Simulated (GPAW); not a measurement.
# Optical response of Sb

Aim: the dielectric function of Sb, and the optical constants that follow from it.

Main program and level: GPAW 26.7.0; DFT, PBE, plane-wave PAW (GPAW data sets), scalar-relativistic, RPA, optical limit.

**1. Starting point**

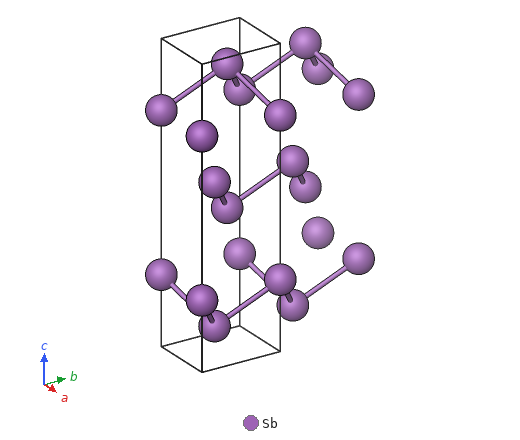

The starting structure, seen slightly off an axis (antimony purple). 1×2×1 cells are drawn. This picture shows the conventional cell, with its axes. Bonds to atoms that aren't drawn are left out. Some periodic images of atoms are drawn too.

Coordinates:

```
Sb
1.0
     2.15420    1.24373    3.75800
    -2.15420    1.24373    3.75800
     0.00000   -2.48746    3.75800
Sb
2
Direct
  0.76651 0.76651 0.76651
  0.23349 0.23349 0.23349
```

**2. Bands for the response**

The response needs many more empty bands than the density does.

This step: DFT, PBE, plane-wave PAW (GPAW data sets), scalar-relativistic, bands at fixed density (GPAW 26.7.0).

Contents of nscf.py:

```python
from ase.dft.bandgap import bandgap
from gpaw import GPAW, FermiDirac

calc = GPAW('gs.gpw').fixed_density(kpts={'size': (12, 12, 12), 'gamma': True}, nbands=66, convergence={'bands': 60},
                                    occupations=FermiDirac(0.05), txt='nscf.txt')
print('gap (eV)', bandgap(calc, output=None)[0])
print('direct gap (eV)', bandgap(calc, direct=True, output=None)[0])
print('top band over the Fermi level (eV)', min(calc.get_eigenvalues(kpt=k)[59] for k in range(len(calc.get_ibz_k_points()))) - calc.get_fermi_level())
calc.write('full.gpw', mode='all')
```

Command:

```bash
$ OMP_NUM_THREADS=1 python nscf.py
```

Numbers of over 12 decimals in the logs are rounded to 6 here.

Output:

```text
Diagonalizing LCAO Hamiltonian
Converting LCAO to pw mode
convergence criteria:
- Maximum integral of absolute [eigenst]ate change: 4e-08 eV^2 / valence electron
maximum number of iterations: 150

SCF iterations
|iter     |      energy | eigst |  dens |
|iter:   1||             | +3.85 |       |
|iter:   2||             | +2.57 |       |
|iter:   3||             | +1.53 |       |
|iter:   4||             | +0.45 |       |
|iter:   5||             | -0.39 |       |
|iter:   6||             | -1.17 |       |
|iter:   7||             | -1.89 |       |
|iter:   8||             | -2.62 |       |
|iter:   9||             | -3.32 |       |
|iter:  10||             | -4.03 |       |
|iter:  11||             | -4.70 |       |
|iter:  12||             | -5.40 |       |
|iter:  13||             | -6.07 |       |
|iter:  14||             | -6.66 |       |
|iter:  15||             | -7.12 |       |
|iter:  16||             | -7.45c|       |
SCF steps: 16
  __  _  _
 | _ |_)|_||  |
 |__||  | ||/\| - 26.7.0

Versions:
  Python: 3.12.14
  ASE:    3.29.0
  Numpy:  2.5.5
  Scipy:  1.18.1
  Libxc:  7.0.0

Input parameters:
  mode=PW(ecut=500.0),
  convergence={'bands': 60},
  gpts=array([24, 24, 24]),
  kpts=MonkhorstPack(size=(12, 12, 12), gamma=True),
  maxiter=150,
  nbands=66,
  occupations=Occupations(name='fermi-dirac', width=0.05, fixmagmom=False),
  parallel={},
  xc=XC(name='PBE')

--- standard output ---
gap (eV) 0.0
direct gap (eV) 0.0
top band over the Fermi level (eV) 35.729257
```

The job ended after 10 min (1 thread of Arm Neoverse V1, shared host; peak memory 0.5 GiB).

**3. Dielectric function, RPA**

Transitions between filled and empty bands, summed over the zone, give the optical response, so mesh, band count and broadening shape it.

The induced potential is part of this response.

This step: DFT, PBE, plane-wave PAW (GPAW data sets), scalar-relativistic, RPA, optical limit (GPAW 26.7.0).

Contents of df.py:

```python
from gpaw.response.df import DielectricFunction

df = DielectricFunction('full.gpw', frequencies={'type': 'nonlinear', 'domega0': 0.03, 'omega2': 8},
                        ecut=50,
                        eta=0.15,
                        nbands=60,
                        rate=0.05,
                        txt='df.txt')
for direction in ['x', 'z']:
    df.get_dielectric_function(xc='RPA', direction=direction, filename=f'df_{direction}.csv')
```

Command:

```bash
$ OMP_NUM_THREADS=1 python df.py
```

Output:

```text
Using integrator: PointIntegrator
NonLinearFrequencyDescriptor(from 0.000 to 71.584 eV, 508 points)
Nonperiodic BCs:  [False False False]
Using integrator: PointIntegrator
NonLinearFrequencyDescriptor(from 0.000 to 71.584 eV, 508 points)
Nonperiodic BCs:  [False False False]
Using integrator: PointIntegrator

Calculating chi0 body with:
    Ground state adapter containing:
    Number of spins: 1
    Number of kpoints: 1728
    Number of irreducible kpoints: 189
    Number of completely occupied states: 14
    Number of partially occupied states: 18

    Linear response parametrization:
    q_c: [0.0, 0.0, 0.0]
    Number of frequency points: 508
    Planewave cutoff: 50.0
    Number of bands: 60
    Number of planewaves: 59
    Broadening (eta): 0.15

Integrating chi0 body.

Symmetries of q_c:
    Direct symmetries (Uq -> q): 12
    Indirect symmetries (TUq -> q): 0
In total 12 allowed symmetries.

189 groups of equivalent kpoints. 89.0625% reduction.

Integral kind: spectral function

Calculating chi0 optical extensions with:
    Ground state adapter containing:
    Number of spins: 1
    Number of kpoints: 1728
    Number of irreducible kpoints: 189
    Number of completely occupied states: 14
    Number of partially occupied states: 18

    Linear response parametrization:
    Number of frequency points: 508
    Planewave cutoff: 50.0
    Number of bands: 60
    Number of planewaves: 59
    Broadening (eta): 0.15
Integrating chi0 head and wings.

Symmetries of q_c:
    Direct symmetries (Uq -> q): 12
    Indirect symmetries (TUq -> q): 0
In total 12 allowed symmetries.

189 groups of equivalent kpoints. 89.0625% reduction.

Integral kind: spectral function wings

Calculating drude chi0 with:
    Number of frequency points:508
    Plasma frequency decay rate: 0.05 eV

    Ground state adapter containing:
    Number of spins: 1
    Number of kpoints: 1728
    Number of irreducible kpoints: 189
    Number of completely occupied states: 14
    Number of partially occupied states: 18

Symmetries of q_c:
    Direct symmetries (Uq -> q): 12
    Indirect symmetries (TUq -> q): 0
In total 12 allowed symmetries.

189 groups of equivalent kpoints. 89.0625% reduction.

Integral kind: intraband
Plasma frequency:
[[1.  +0.j 0.  +0.j 0.  -0.j]
 [0.  +0.j 1.  +0.j 0.  -0.j]
 [0.  -0.j 0.  -0.j 2.74-0.j]]
```

It took 1.7 min on 1 thread; peak memory 0.3 GiB.

The Im ε has structure finer than the step of the table below, so its rows give means over 1 eV, whole bins alone (the curve runs from 0.305 to 14.0 eV). Peaks (eV: height): E ∥ x 0.8: 92.2; E ∥ z 1.6: 51.4.

Sum at mesh points, not converged in k. The Im ε by photon energy; means over each step:

```tsv
photon energy (eV)	E ∥ x	E ∥ z
1	76.4	36.3
2	32.1	43.6
3	10.8	14.5
4	4.61	5.55
5	5.84	5.13
6	3.49	3.77
7	2.97	3.25
8	1.94	2.13
9	1.25	1.40
10	0.864	0.990
11	0.631	0.801
12	0.517	0.653
13	0.414	0.532
```

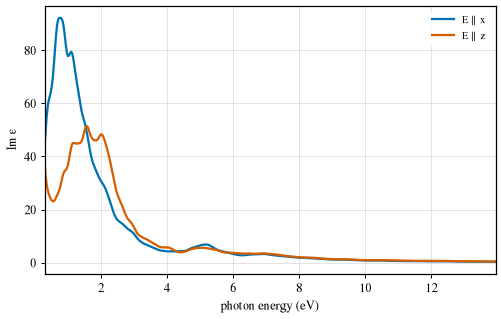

Im ε against photon energy.

Values under 1 per cm are given as 1; sum at mesh points, not converged in k. The absorption coefficient by photon energy:

```tsv
photon energy (eV)	E ∥ x (1/cm)	E ∥ z (1/cm)
1.01	5.7e5	2.8e5
1.99	1.0e6	9.8e5
3.02	1.2e6	1.3e6
3.98	9.8e5	1.1e6
4.98	1.0e6	1.1e6
6.02	1.3e6	1.2e6
6.99	1.3e6	1.3e6
8.03	1.3e6	1.3e6
9.02	1.3e6	1.3e6
10.03	1.2e6	1.2e6
11.03	1.1e6	1.1e6
12.02	9.3e5	1.0e6
13.00	8.4e5	9.5e5
```

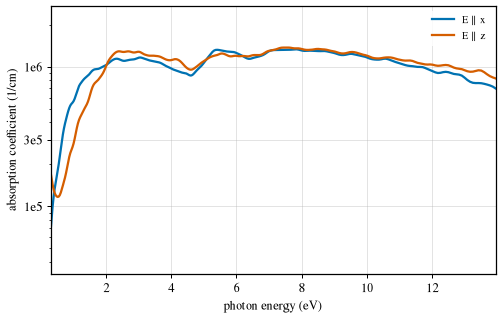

Absorption coefficient, plotted against photon energy.

The reflectivity at normal incidence has structure finer than the step of the table below, so its rows give means over 1 eV, whole bins alone (the curve runs from 0.305 to 14.0 eV). Peaks (eV: height): E ∥ x 2.4: 73.9, 6.0: 57.9, 8.9: 56.6; E ∥ z 3.1: 74.3, 5.6: 54.7, 8.8: 55.1.

Sum at mesh points, not converged in k. The reflectivity at normal incidence by photon energy; means over each step:

```tsv
photon energy (eV)	E ∥ x (%)	E ∥ z (%)
1	71.4	59.1
2	72.2	67.9
3	71.8	72.8
4	60.6	65.9
5	46.0	49.4
6	55.1	50.8
7	48.9	48.1
8	54.1	53.1
9	55.0	53.4
10	53.8	51.4
11	51.0	47.0
12	44.2	42.0
13	39.4	38.8
```

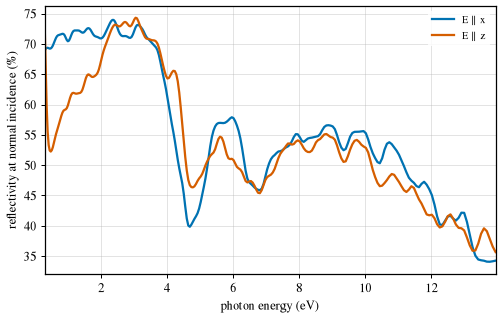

Reflectivity at normal incidence against photon energy.

The Im ε, E ∥ x has structure finer than the step of the table below, so its rows give means over 1 eV, whole bins alone (the curve runs from 0.305 to 14.0 eV). Peaks (eV: height): without local fields 0.8: 98.7; with local fields 0.8: 92.2.

Sum at mesh points, not converged in k. Im ε, E ∥ x against photon energy; means over each step:

```tsv
photon energy (eV)	without local fields	with local fields
1	81.7	76.4
2	33.3	32.1
3	10.7	10.8
4	4.90	4.61
5	6.72	5.84
6	3.84	3.49
7	3.43	2.97
8	2.06	1.94
9	1.32	1.25
10	0.920	0.864
11	0.693	0.631
12	0.568	0.517
13	0.432	0.414
```

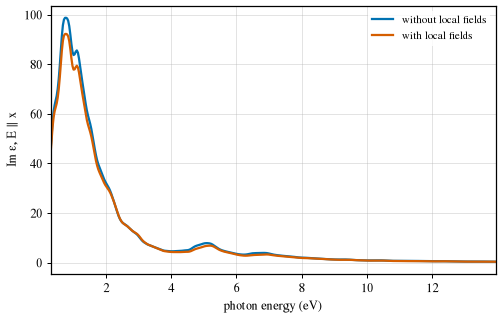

Im ε, E ∥ x against photon energy.

Sum at mesh points, not converged in k. Loss function −Im 1/ε at q → 0 against energy loss; read off at these points:

```tsv
energy loss (eV)	E ∥ x	E ∥ z
1	0.0121	0.0135
2	0.0253	0.0208
3	0.0398	0.0328
4	0.0996	0.0765
5	0.141	0.139
6	0.136	0.163
7	0.192	0.191
8	0.215	0.210
9	0.274	0.272
10	0.385	0.383
11	0.599	0.573
12	1.02	0.860
13	1.58	1.24
```

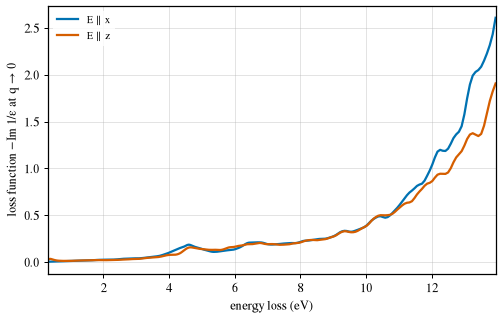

Loss function −Im 1/ε at q → 0, plotted against energy loss.

From ε follow the optical constants at some laser and lamp lines:

```tsv
wavelength (nm)	n x	k x	R (%) x	1/α x	n z	k z	R (%) z	1/α z
1550	8.52	5.406	71.6	23 nm	6.57	2.259	57.9	55 nm
1064	6.39	6.058	72.0	14 nm	6.53	3.447	61.9	25 nm
633	3.12	5.104	71.0	9.9 nm	4.95	4.778	66.0	11 nm
532	2.20	4.832	73.8	8.8 nm	3.29	5.405	72.4	7.8 nm
405	1.33	3.753	72.8	8.6 nm	1.47	4.096	74.3	7.9 nm
308	0.90	2.367	61.0	10 nm	1.04	2.742	64.3	8.9 nm
248	1.54	2.097	43.3	9.4 nm	1.29	2.159	47.9	9.1 nm
```

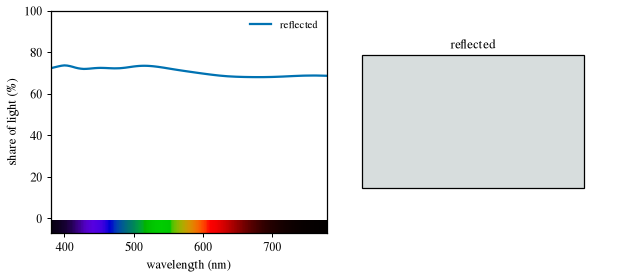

Light reflected across the visible range, with the colour that it makes of daylight (sRGB).

In reflection the computed colour is light grey: x = 0.308, y = 0.329, luminous reflectivity 72 %.

**4. Outcome**

At this level (PBE, RPA) Sb is a metal. The mesh is too coarse to trust the carriers' weight, the reflectivity or the colour to better than tens of per cent. In reflection the computed colour is light grey: x = 0.308, y = 0.329, luminous reflectivity 72 %. The carriers' damping of 0.05 eV is typed, not computed; it shapes the response at the lowest energies. Spin-orbit coupling is left out although heavy atoms are present. GPAW's carrier term has the form −ωp²/(ω + i·rate)², which damps like twice the rate and fails at low energy, so the curves leave the lowest energies out. The sum runs over mesh points 0.15 Å⁻¹ apart with no interpolation, so peaks are partly noise of the mesh, and the Drude plasma energy, a sum over the Fermi surface, isn't converged.

[Machine, clock and banner lines and Python warnings are left out of the logs.]

[Logs are printed without paths, hosts, clocks, repeated set-up lines and the standing remarks that a program may print on its own settings, such as how far it seeks lower states.]

[Hosts, paths, dates, database ids (printed as entryN), source tags and the programs' standing remarks are cut or masked in the printed files.]
